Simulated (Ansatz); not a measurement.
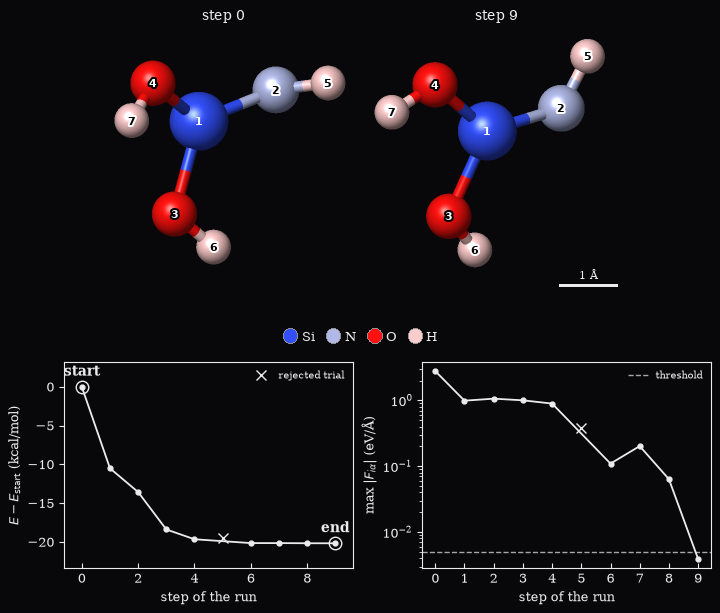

First and last geometry of a relaxation of SiNH3O2, with the history of the run. A ball-and-stick model, seen from a free direction.

It is one of the separated products of a reaction.

All numbers below come from Ansatz 0.2.0, RKS PBE0-D4/def2-TZVP.

Input file:
```yaml
crystal:
  periodic: [false, false, false]
  atoms:
    - {symbol: Si, position_ang: [-0.493232, -0.188106, 0.066322]}
    - {symbol: N, position_ang: [-0.181880, -1.647037, 0.642904]}
    - {symbol: O, position_ang: [-0.811470, 0.142397, -1.531037]}
    - {symbol: O, position_ang: [-1.240280, 1.062968, 0.841956]}
    - {symbol: H, position_ang: [-0.855174, -2.318823, 0.968561]}
    - {symbol: H, position_ang: [-0.838743, -0.656289, -2.061978]}
    - {symbol: H, position_ang: [-1.816702, 1.586701, 0.282413]}
basis:
  gaussian: {orbitals: def2-TZVP}
hamiltonian: {xc: pbe0, dispersion: d4}
relax: {f_tol: 0.005, max_steps: 200}
```

Run as
```bash
ansatz run in.yaml --threads 8 --pin off --events-out ev --progress --plain --max-ram 19148MiB
```

Question: Read the history and describe the run.

Answer: It converged. After 8 accepted moves (9 points after the start) the energy has fallen by 20.2 kcal/mol. The largest force component goes from 2.8 to 0.0039 eV/Å. The line search rejected the trial step at point 5 of the run. H5 moves most after the best rigid fit: 0.56 Å. By element the largest moves are H 0.56 Å, Si 0.43 Å, N 0.42 Å, O 0.18 Å. Near-neighbour distances that change, for instance: Si1–O3 1.662 → 1.623 Å, Si1–O4 1.651 → 1.619 Å, Si1–N2 1.599 → 1.576 Å. Among the angles between lasting bonds that change: N2–Si1–O4 127.6° → 133.1°, O3–Si1–O4 102.4° → 106.0°, N2–Si1–O3 124.4° → 120.9°. Groups turn about Si1–O4 by about 25°.

| step | E − E(0), kcal/mol | largest force component, eV/Å | note |
| --- | --- | --- | --- |
| 0 | 0.00 | 2.7789 |  |
| 1 | -10.51 | 0.9893 |  |
| 2 | -13.57 | 1.0615 |  |
| 3 | -18.39 | 1.0015 |  |
| 4 | -19.65 | 0.8938 |  |
| 5 | -19.50 | 0.3822 | rejected |
| 6 | -20.15 | 0.1097 |  |
| 7 | -20.15 | 0.2021 |  |
| 8 | -20.17 | 0.0637 |  |
| 9 | -20.17 | 0.0039 |  |
